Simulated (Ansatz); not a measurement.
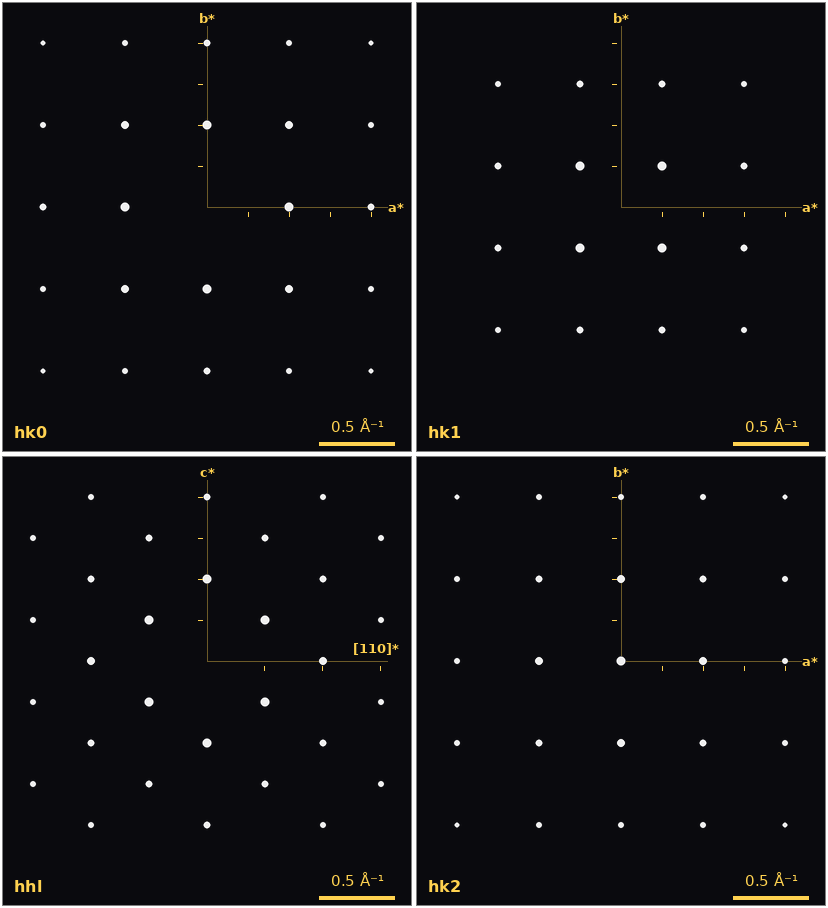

Four undistorted layers of reciprocal space, calculated for a single crystal (X-rays, kinematic |F|², B = 0.5 Å²). Tick marks count the reciprocal lattice steps of the conventional cell along each axis.

The compound is Cu. Structure: the input geometry of an electronic-structure calculation (not necessarily at equilibrium).

Q: Read the reciprocal cell and give the direct cell.

A: a* = 0.277, b* = 0.277, c* = 0.277 Å⁻¹; the cell is cubic with a = 3.61 Å.

Q: Which reflection conditions do the layers show?

A: Reflections are present only under these conditions. hkl: h + k = 2n, h + l = 2n; hk0: h = 2n, k = 2n; hhl: h + l = 2n; h00: h = 2n. The lattice is face-centred (F).

Q: Which space groups fit?

A: The intensities have Laue symmetry m-3m (the hk0 layer shows 4mm, hk1 shows 4mm). With these conditions the candidates are F432 (No. 209), F-43m (No. 216), Fm-3m (No. 225). Diffraction geometry alone does not choose among them; the structure has Fm-3m.
